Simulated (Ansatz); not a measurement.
The relaxed structure here is a generated cell of HfN: the first start was made by placing the elements on the sites of a structure type, and the end was not matched to a known phase here, so it may be hypothetical. Known forms of HfN include space group No. 225.

The end point of a relaxation of HfN. Space group Pm-3m (No. 221), CsCl type. Method: r2SCAN (plane waves to 500 eV, PAW, scalar-relativistic; Ansatz, a first-principles code).

Space group Pm-3m (No. 221); a = 2.805 Å, b = 2.805 Å, c = 2.805 Å, α = 90.00°, β = 90.00°, γ = 90.00°

| atom | site | symmetry | x | y | z |
|---|---|---|---|---|---|
| Hf | 1a | m-3m | 0.0000 | 0.0000 | 0.0000 |
| N | 1b | m-3m | 0.5000 | 0.5000 | 0.5000 |

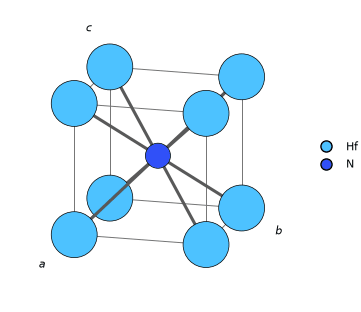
The conventional cell of the relaxed structure

```json
{
  "volume_per_atom": "11.04 Å³",
  "band_gap": "no gap (metallic)",
  "shortest_distances": "Hf–N 2.43 Å; Hf–Hf 2.81 Å; N–N 2.81 Å",
  "k-mesh": "16×16×16"
}
```

No spin polarisation in the result. The relaxed primitive cell holds an odd number of electrons. A magnetic state may lie lower.

The run could not lose the symmetry of its start: the end is stationary, and may be a saddle point rather than a minimum.

All atoms sit on sites fixed by symmetry, so only the cell could relax.
